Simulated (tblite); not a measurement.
## Nudged elastic band, with input and output: C₅H₅O₄ (charge −1)

The run: nudged elastic band of C₅H₅O₄, charge −1, SMILES O=COC1(C(=O)[O-])CC1. Method and program: GFN2-xTB climbing-image nudged elastic band, gas phase (tblite 0.8.0).

It belongs to a series of runs on one base structure; here: H on C replaced by OCHO.

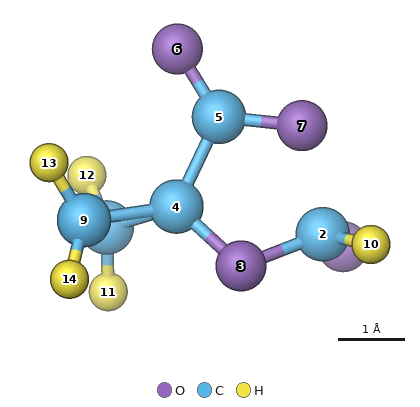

The structure (ball-and-stick view, seen at a tilt; atoms are numbered from 1 in the order of the input). Bond lengths as drawn: C–C 1.50 to 1.52 Å, C–H 1.08 to 1.12 Å and C–O 1.22 to 1.43 Å.

Key numbers:

- outcome: converged
- forward barrier: 0.412 eV
- hardware: 1 CPU thread, shared host
- wall time: 7.8 s
- peak memory: 0.19 GiB

Input:
```
{"job": {"kind": "neb", "xc": "GFN2-xTB", "basis": "xTB", "atoms": [6, 4, 3, 7], "turn": 120}, "charge": -1, "multiplicity": 1}
O      2.421023    -0.275535    -1.155095
C      2.086228     0.100726    -0.043833
O      1.025252    -0.562942     0.654844
C     -0.180164    -0.062217     0.182484
C      0.066208     1.397830    -0.160442
O     -0.834148     2.188651    -0.384057
O      1.326170     1.633044    -0.135180
C     -1.131002    -0.888272    -0.644015
C     -1.475182    -0.523887     0.771455
H      2.850704     0.347459     0.732087
H     -0.843270    -1.907133    -0.853120
H     -1.652672    -0.384032    -1.443502
H     -2.228579     0.233531     0.932861
H     -1.431246    -1.297697     1.523347
```

The first line tells a small driver script what to run in tblite; the rest is the geometry in Å.

Command:
```bash
OMP_NUM_THREADS=1 python <driver script> task.json out
```

What the program printed:
```
image   E - E0 / eV
  0      -0.0000
  1       0.1414
  2       0.3059
  3       0.4116
  4       0.3943
  5       0.3240
  6       0.2522
  7       0.1790
  8       0.0002
```
